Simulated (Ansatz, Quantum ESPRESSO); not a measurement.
# Work-function anisotropy of Fe, part 6 of 7

Aim: the work function of the low-index faces of Fe, their order, and how far the functional matters.

Quantum ESPRESSO 7.5; plane-wave DFT, PBE, GBRV ultrasoft pseudopotentials; geometry and cross-check by Ansatz 0.2.0 with PAW datasets.

So far. Step 11 (Electrostatic potential of (100)): On (100) the work function under LDA lies +0.37 eV from PBE's. Step 12 (Geometry from Ansatz of (111)): The relaxation lowers the energy by 25 meV an atom. Held were the atoms numbered 3, 4, 5, 6 and 7; the forces quoted are those on the free ones.

## 13. Ground state of (111), PBE

Level of this step: plane-wave DFT, PBE, GBRV ultrasoft pseudopotentials (Quantum ESPRESSO 7.5).

111.pbe.in

```
&control
  prefix = '111.pbe'
  outdir = './out'
  pseudo_dir = './pseudo'
  calculation = 'scf'
  tprnfor = .true.
/
&system
  ibrav = 0
  nat = 9
  ntyp = 1
  ecutwfc = 40
  ecutrho = 200
  occupations = 'smearing'
  smearing = 'mv'
  degauss = 0.02
  nspin = 2
  starting_magnetization(1) = 0.42
/
&electrons
  conv_thr = 1e-07
  mixing_beta = 0.4
  electron_maxstep = 120
  mixing_mode = 'local-TF'
/
ATOMIC_SPECIES
  Fe  55.8450  fe_pbe_v1.5.uspp.F.UPF
CELL_PARAMETERS angstrom
  4.05879292400894 0.00000000000000 0.00000000000000
  2.02939646200447 3.51501778089226 0.00000000000000
  0.00000000000000 0.00000000000000 22.62798109030000
ATOMIC_POSITIONS crystal
  Fe  0.333333333333 0.333333333333 0.361419821889
  Fe  0.666666666667 0.666666666667 0.394907192128
  Fe  0.000000000000 0.000000000000 0.426772288400
  Fe  0.333333333333 0.333333333333 0.463386144200
  Fe  0.666666666667 0.666666666667 0.500000000000
  Fe  0.000000000000 0.000000000000 0.536613855800
  Fe  0.333333333333 0.333333333333 0.573227711600
  Fe  0.666666666667 0.666666666667 0.605092879182
  Fe  0.000000000000 -0.000000000000 0.638580213821
K_POINTS automatic
  12 12 1 0 0 0
```

Run with:

```bash
$ OMP_NUM_THREADS=1 mpirun -n 4 pw.x -nk 4 -in 111.pbe.in > 111.pbe.out
```

Log:

```text
[banner, memory and clock lines left out]
Program PWSCF v.7.5 starts

          URL

     Message from routine setup:
     using ibrav=0 with symmetry is DISCOURAGED, use correct ibrav instead

     G-vector sticks info

     bravais-lattice index     =            0
     lattice parameter (alat)  =       7.6700  a.u.
     unit-cell volume          =    2178.5465 (a.u.)^3
     number of atoms/cell      =            9
     number of atomic types    =            1
     number of electrons       =       144.00
     number of Kohn-Sham states=           86
     kinetic-energy cutoff     =      40.0000  Ry
     charge density cutoff     =     200.0000  Ry
     scf convergence threshold =      1.0E-07
     mixing beta               =       0.4000
     number of iterations used =            8  local-TF  mixing
     Exchange-correlation=  SLA  PW   PBX  PBC
                           (   1   4   3   4   0   0   0)

     celldm(1)=   7.670007  celldm(2)=   0.000000  celldm(3)=   0.000000
     celldm(4)=   0.000000  celldm(5)=   0.000000  celldm(6)=   0.000000

     crystal axes: (cart. coord. in units of alat)
               a(1) = (   1.000000   0.000000   0.000000 )
               a(2) = (   0.500000   0.866025   0.000000 )
               a(3) = (   0.000000   0.000000   5.575052 )

     reciprocal axes: (cart. coord. in units 2 pi/alat)
               b(1) = (  1.000000 -0.577350  0.000000 )
               b(2) = (  0.000000  1.154701  0.000000 )
               b(3) = (  0.000000  0.000000  0.179371 )

     PseudoPot. # 1 for Fe read from file:
     ./pseudo/fe_pbe_v1.5.uspp.F.UPF
     Pseudo is Ultrasoft + core correction, Zval = 16.0
     Generated by new atomic code, or converted to UPF format
     Using radial grid of  861 points,  6 beta functions with:
                l(1) =   0
                l(2) =   0
                l(3) =   1
                l(4) =   1
                l(5) =   2
                l(6) =   2
     Q(r) pseudized with  8 coefficients,  rinner =    1.000   1.000   1.000
                                                       1.000   1.000

     atomic species   valence    mass     pseudopotential
     Fe               16.00    55.84500     Fe( 1.00)

     Starting magnetic structure
     atomic species   magnetization
     Fe              0.420

     12 Sym. Ops., with inversion, found ( 6 have fractional translation)

   Cartesian axes

     site n.     atom                  positions (alat units)
         1        Fe     tau(   1) = (   0.5000000   0.2886751   2.0149343  )
         2        Fe     tau(   2) = (   1.0000000   0.5773503   2.2016281  )
         3        Fe     tau(   3) = (   0.0000000   0.0000000   2.3792776  )
         4        Fe     tau(   4) = (   0.5000000   0.2886751   2.5834018  )
         5        Fe     tau(   5) = (   1.0000000   0.5773503   2.7875259  )
         6        Fe     tau(   6) = (   0.0000000   0.0000000   2.9916501  )
         7        Fe     tau(   7) = (   0.5000000   0.2886751   3.1957742  )
         8        Fe     tau(   8) = (   1.0000000   0.5773503   3.3734242  )
         9        Fe     tau(   9) = (   0.0000000   0.0000000   3.5601178  )

     number of k points=    19  Marzari-Vanderbilt smearing, width (Ry)=  0.0200
                       cart. coord. in units 2pi/alat
        k(    1) = (   0.0000000   0.0000000   0.0000000), wk =   0.0069444
        k(    2) = (   0.0000000   0.0962250   0.0000000), wk =   0.0416667
        k(    3) = (   0.0000000   0.1924501   0.0000000), wk =   0.0416667
        k(    4) = (   0.0000000   0.2886751   0.0000000), wk =   0.0416667
        k(    5) = (   0.0000000   0.3849002   0.0000000), wk =   0.0416667
        k(    6) = (   0.0000000   0.4811252   0.0000000), wk =   0.0416667
        k(    7) = (   0.0000000  -0.5773503   0.0000000), wk =   0.0208333
        k(    8) = (   0.0833333   0.1443376   0.0000000), wk =   0.0416667
        k(    9) = (   0.0833333   0.2405626   0.0000000), wk =   0.0833333
        k(   10) = (   0.0833333   0.3367877   0.0000000), wk =   0.0833333
        k(   11) = (   0.0833333   0.4330127   0.0000000), wk =   0.0833333
        k(   12) = (   0.0833333  -0.6254628   0.0000000), wk =   0.0833333
        k(   13) = (   0.1666667   0.2886751   0.0000000), wk =   0.0416667
        k(   14) = (   0.1666667   0.3849002   0.0000000), wk =   0.0833333
        k(   15) = (   0.1666667  -0.6735753   0.0000000), wk =   0.0833333
        k(   16) = (   0.1666667  -0.5773503   0.0000000), wk =   0.0416667
        k(   17) = (   0.2500000  -0.7216878   0.0000000), wk =   0.0416667
        k(   18) = (   0.2500000  -0.6254628   0.0000000), wk =   0.0833333
        k(   19) = (   0.3333333  -0.5773503   0.0000000), wk =   0.0138889

     Dense  grid:   104113 G-vectors     FFT dimensions: (  36,  36, 200)

     Smooth grid:    74633 G-vectors     FFT dimensions: (  36,  36, 180)

     Check: negative core charge=   -0.000031
     Generating pointlists ...
     new r_m :   0.2345 (alat units)  1.7986 (a.u.) for type    1

     Initial potential from superposition of free atoms

     starting charge     134.9999, renormalised to     144.0000

     negative rho (up, down):  6.297E-04 2.572E-04
     Starting wfcs are  117 randomized atomic wfcs

     per-process dynamical memory:   225.4 Mb

     Self-consistent Calculation

     iteration #  1     ecut=    40.00 Ry     beta= 0.40
     Davidson diagonalization with overlap
     ethr =  1.00E-02,  avg # of iterations =  4.6

     negative rho (up, down):  8.104E-02 6.506E-05

     total energy              =   -2250.82155277 Ry
     estimated scf accuracy    <      27.49858568 Ry

     total magnetization       =    27.70 Bohr mag/cell
     absolute magnetization    =    29.29 Bohr mag/cell

     iteration #  2     ecut=    40.00 Ry     beta= 0.40
     Davidson diagonalization with overlap
     ethr =  1.00E-02,  avg # of iterations =  2.2

     negative rho (up, down):  2.518E-02 1.749E-02

     total energy              =   -2250.96799675 Ry
     estimated scf accuracy    <       5.73417113 Ry

     total magnetization       =    27.22 Bohr mag/cell
     absolute magnetization    =    27.79 Bohr mag/cell

     iteration #  3     ecut=    40.00 Ry     beta= 0.40
     Davidson diagonalization with overlap
     ethr =  3.98E-03,  avg # of iterations =  4.7

     negative rho (up, down):  1.469E-02 6.776E-04

     total energy              =   -2252.55384267 Ry
     estimated scf accuracy    <       1.28774516 Ry

     total magnetization       =    24.88 Bohr mag/cell
[...]
4.0607   4.1185   4.4503   4.5209   4.7449   4.7710   4.8379   4.8860
     4.9264   4.9480   5.0062   5.0459   5.1478   5.2365   5.3834   5.4034
     5.4440   5.4732   5.6597   5.7276   5.7867   5.9464

          k = 0.1667 0.2887 0.0000 (  9300 PWs)   bands (ev):

   -81.8313 -81.8215 -81.7625 -81.7623 -81.7059 -81.7035 -81.6864 -81.6707
   -81.6528 -48.1024 -48.0941 -48.0908 -48.0738 -48.0529 -48.0303 -47.9815
   -47.9564 -47.9311 -47.9079 -47.9051 -47.8927 -47.8839 -47.8685 -47.8496
   -47.8476 -47.8384 -47.8007 -47.7750 -47.7439 -47.7291 -47.7278 -47.7142
   -47.7118 -47.7084 -47.7057 -47.6515  -3.4160  -1.9664  -0.1574   0.3690
     0.4539   0.7124   0.9246   0.9386   1.0645   1.5307   1.6850   1.7830
     1.8906   1.9803   2.0354   2.0775   2.3086   2.4896   2.6188   2.7282
     2.7468   2.8422   3.0101   3.0464   3.5142   3.5287   3.6894   4.0556
     4.1428   4.3162   4.4218   4.4346   4.5142   4.6279   4.6817   4.7735
     4.7960   5.0372   5.0522   5.1148   5.1450   5.2933   5.3057   5.3798
     5.3864   5.4409   5.5666   5.7451   5.8311   6.9968

          k = 0.1667 0.3849 0.0000 (  9311 PWs)   bands (ev):

   -81.8266 -81.8191 -81.7642 -81.7630 -81.7037 -81.7003 -81.6888 -81.6754
   -81.6561 -48.1124 -48.1054 -48.0908 -48.0812 -48.0538 -48.0238 -47.9743
   -47.9643 -47.9333 -47.9046 -47.9028 -47.8871 -47.8686 -47.8615 -47.8498
   -47.8462 -47.8309 -47.8149 -47.7689 -47.7491 -47.7367 -47.7335 -47.7140
   -47.7099 -47.7061 -47.7033 -47.6491  -2.8406  -1.4740  -0.0478   0.0685
     0.1420   0.6173   0.8507   0.9526   1.1669   1.6758   1.7475   1.8864
     1.9489   2.0616   2.1092   2.1361   2.3259   2.5416   2.6441   2.6723
     2.6887   2.8587   2.9735   3.0956   3.4768   3.6022   3.6348   3.9730
     4.0766   4.2367   4.3455   4.4230   4.5184   4.6218   4.6468   4.7579
     4.8224   4.9260   4.9540   5.0726   5.0955   5.2840   5.3546   5.4203
     5.4638   5.5195   5.5911   5.7528   6.1384   6.3075

          k = 0.1667-0.6736 0.0000 (  9309 PWs)   bands (ev):

   -81.8226 -81.8177 -81.7656 -81.7634 -81.7021 -81.6968 -81.6903 -81.6800
   -81.6588 -48.1196 -48.1146 -48.0909 -48.0875 -48.0397 -48.0161 -47.9769
   -47.9620 -47.9381 -47.9243 -47.9056 -47.8854 -47.8670 -47.8550 -47.8466
   -47.8395 -47.8159 -47.8065 -47.7771 -47.7531 -47.7476 -47.7350 -47.7131
   -47.7077 -47.7059 -47.6995 -47.6469  -2.1552  -0.9194  -0.6708  -0.0499
     0.0992   0.4616   0.8265   0.9864   1.2823   1.7195   1.9159   1.9308
     2.0539   2.1150   2.2166   2.2449   2.3675   2.4852   2.5148   2.6042
     2.6901   2.7892   3.0294   3.1109   3.2671   3.5624   3.6482   3.7987
     3.9927   4.1742   4.4066   4.5472   4.5731   4.6292   4.7134   4.7882
     4.8570   4.8712   4.9479   4.9986   5.0507   5.2435   5.4281   5.4983
     5.5415   5.5656   5.6855   5.7465   5.8965   5.9482

          k = 0.1667-0.5774 0.0000 (  9300 PWs)   bands (ev):

   -81.8208 -81.8174 -81.7660 -81.7636 -81.7016 -81.6950 -81.6906 -81.6823
   -81.6598 -48.1221 -48.1179 -48.0913 -48.0902 -48.0277 -48.0120 -47.9806
   -47.9651 -47.9387 -47.9296 -47.9125 -47.8881 -47.8687 -47.8558 -47.8379
   -47.8299 -47.8128 -47.7979 -47.7855 -47.7575 -47.7521 -47.7341 -47.7126
   -47.7068 -47.7060 -47.6981 -47.6459  -1.4197  -1.4018  -0.4263  -0.2786
    -0.0844   0.4827   0.8244   1.0058   1.3220   1.7369   1.9285   2.0446
     2.0593   2.2503   2.2610   2.2888   2.3673   2.3833   2.4934   2.6073
     2.6120   2.7454   2.9408   3.1957   3.2266   3.5910   3.5988   3.6519
     4.0057   4.1626   4.3888   4.5586   4.6530   4.6764   4.7164   4.8368
     4.8677   4.8688   4.9099   5.0092   5.1011   5.3034   5.3349   5.4703
     5.5696   5.5894   5.6496   5.6786   5.8651   5.8674

          k = 0.2500-0.7217 0.0000 (  9314 PWs)   bands (ev):

   -81.8227 -81.8177 -81.7650 -81.7637 -81.7022 -81.6968 -81.6903 -81.6800
   -81.6587 -48.1176 -48.1059 -48.0884 -48.0862 -48.0543 -48.0197 -47.9735
   -47.9631 -47.9491 -47.9247 -47.9006 -47.8726 -47.8662 -47.8628 -47.8457
   -47.8366 -47.8236 -47.8072 -47.7629 -47.7599 -47.7424 -47.7373 -47.7144
   -47.7129 -47.7017 -47.7012 -47.6467  -2.2332  -0.9704  -0.2985  -0.2773
     0.2626   0.5394   0.6307   1.0040   1.1796   1.7819   1.8324   1.9571
     2.0599   2.1714   2.1741   2.2849   2.3798   2.5242   2.5538   2.6085
     2.7044   2.8076   2.9924   3.0013   3.2832   3.5323   3.7007   3.8729
     3.9289   4.2709   4.3282   4.4304   4.5451   4.6439   4.6460   4.6709
     4.8074   4.8586   4.9054   4.9847   5.0711   5.3093   5.4273   5.4536
     5.5751   5.5975   5.7690   5.8424   5.8589   5.9132

          k = 0.2500-0.6255 0.0000 (  9296 PWs)   bands (ev):

   -81.8199 -81.8174 -81.7654 -81.7641 -81.7016 -81.6935 -81.6909 -81.6841
   -81.6604 -48.1201 -48.1112 -48.0886 -48.0834 -48.0407 -48.0183 -47.9807
   -47.9727 -47.9480 -47.9343 -47.9175 -47.8720 -47.8658 -47.8483 -47.8400
   -47.8320 -47.8113 -47.7952 -47.7791 -47.7558 -47.7521 -47.7382 -47.7144
   -47.7141 -47.7008 -47.6981 -47.6450  -1.5568  -0.8834  -0.4792  -0.3685
     0.0828   0.4893   0.6031   1.0273   1.1468   1.8442   1.9628   2.0209
     2.1466   2.2158   2.2714   2.3336   2.4321   2.4354   2.4627   2.6133
     2.7609   2.7933   2.8337   3.0721   3.1701   3.3788   3.5741   3.8200
     4.0281   4.2635   4.3271   4.4113   4.5024   4.5973   4.6305   4.7229
     4.8108   4.8333   4.8671   4.9519   5.1697   5.3105   5.4049   5.4352
     5.5150   5.6489   5.7113   5.7365   5.8034   6.1136

          k = 0.3333-0.5774 0.0000 (  9282 PWs)   bands (ev):

   -81.8182 -81.8180 -81.7649 -81.7648 -81.7015 -81.6910 -81.6909 -81.6869
   -81.6610 -48.1167 -48.1166 -48.0882 -48.0722 -48.0327 -48.0327 -47.9828
   -47.9827 -47.9366 -47.9366 -47.9351 -47.8739 -47.8483 -47.8482 -47.8389
   -47.8352 -47.8042 -47.7877 -47.7876 -47.7541 -47.7477 -47.7476 -47.7156
   -47.7155 -47.6982 -47.6982 -47.6443  -0.9597  -0.9597  -0.9378   0.0152
     0.0153   0.1769   0.6915   1.0450   1.0451   1.9416   1.9417   2.1515
     2.1515   2.1667   2.2747   2.4015   2.4015   2.4365   2.5204   2.6387
     2.6387   2.9345   2.9345   3.0082   3.0082   3.2362   3.4647   3.9282
     4.1341   4.3224   4.3224   4.3508   4.3509   4.5404   4.6152   4.6152
     4.8163   4.8166   4.8166   4.9689   5.3068   5.3068   5.3384   5.3870
     5.3870   5.7659   5.7659   5.8459   6.0060   6.0060

     the Fermi energy is     3.2262 ev

!    total energy              =   -2252.76728596 Ry
     estimated scf accuracy    <       0.00000008 Ry
     smearing contrib. (-TS)   =       0.00923791 Ry
     internal energy E=F+TS    =   -2252.77652387 Ry

     The total energy is F=E-TS. E is the sum of the following terms:
     one-electron contribution =  -18093.20273086 Ry
     hartree contribution      =    9054.45846363 Ry
     xc contribution           =    -263.01462704 Ry
     ewald contribution        =    7048.98237040 Ry

     total magnetization       =    23.71 Bohr mag/cell
     absolute magnetization    =    24.71 Bohr mag/cell

     convergence has been achieved in  23 iterations

     negative rho (up, down):  8.154E-04 2.033E-03

     Forces acting on atoms (cartesian axes, Ry/au):

     atom    1 type  1   force =     0.00000000    0.00000000   -0.00296059
     atom    2 type  1   force =    -0.00000000    0.00000000   -0.00263427
     atom    3 type  1   force =     0.00000000   -0.00000000   -0.02141393
     atom    4 type  1   force =     0.00000000   -0.00000000    0.01088750
     atom    5 type  1   force =     0.00000000   -0.00000000    0.00000000
     atom    6 type  1   force =    -0.00000000    0.00000000   -0.01088750
     atom    7 type  1   force =     0.00000000    0.00000000    0.02141393
     atom    8 type  1   force =     0.00000000    0.00000000    0.00263427
     atom    9 type  1   force =     0.00000000    0.00000000    0.00296059

     Total force =     0.034432     Total SCF correction =     0.002176

     XML data file, charge density, pseudopotentials, collected wavefunctions

                                        0.00s GPU  (     911 calls)
```

The job ended after 7.3 min (4 MPI ranks of Arm Neoverse V2, shared host; peak memory 1.4 GiB; 29 min of CPU time).

This step gave:

| Item | Value |
| --- | --- |
| free energy | -30650.4604 eV |
| Fermi energy | 3.226 eV |
| magnetization | 23.71 μB |
| absolute magnetization | 24.71 μB |

## 14. Electrostatic potential of (111)

111.pbe.pot.in

```
&inputpp
  prefix = '111.pbe'
  outdir = './out'
  filplot = '111.pbe.pot.dat'
  plot_num = 11
/
```

Run with:

```bash
$ OMP_NUM_THREADS=1 mpirun -n 4 pp.x -in 111.pbe.pot.in > 111.pbe.pot.out
```

Log:

```text
[banner, memory and clock lines left out]
Program POST-PROC v.7.5 starts

          URL

     ./out/111.pbe.save/

     IMPORTANT: XC functional enforced from input :
     Exchange-correlation= PBE
                           (   1   4   3   4   0   0   0)
     Any further DFT definition will be discarded
     Please, verify this is what you really want

     Check: negative core charge=   -0.000031

     negative rho (up, down):  8.154E-04 2.033E-03

     Calling punch_plot, plot_num =  11
     Writing data to file  111.pbe.pot.dat
     Message from routine chdens:
     namelist plot not found or invalid, exiting
```

Elapsed: 0.91 s, on 4 MPI ranks; peak memory 0.12 GiB.

Numbers from this step:

| Item | Value |
| --- | --- |
| work function of the upper face | 3.890 eV |
| upper vacuum line continued to the top atoms, over the Fermi level | 3.889 eV |
| work function of the lower face | 3.890 eV |
| slope of the potential below | -2.11e-4 eV/Å |
| lower vacuum line continued to the bottom atoms, over the Fermi level | 3.889 eV |

Electrostatic potential energy of an electron; zero at the Fermi level. Potential energy, planar mean against z:

```
z (Å)  potential energy, planar mean (eV)
  0.0                                3.89
  2.5                                3.89
  5.0                                3.88
  7.5                              -0.138
 10.0                               -11.1
 12.5                               -11.0
 15.0                               -1.87
 17.5                                3.87
 20.0                                3.89
 22.5                                3.89
```

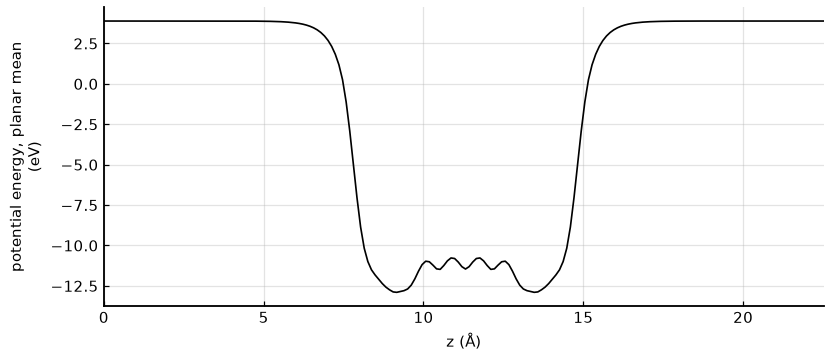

Potential energy, planar mean, plotted against z.

[end of part 6 of 7]

[Logs are printed without paths, hosts, clocks, repeated set-up lines and the standing remarks that a program may print on its own settings, such as how far it seeks lower states.]

[Hosts, paths, dates, database ids (printed as entryN), source tags and the programs' standing remarks are cut or masked in the printed files.]

[Maps of the electrostatic potential energy from Ansatz leave out the sawtooth potential of an applied field or a dipole correction, so their vacuum need not be flat; planar profiles and work functions include it.]
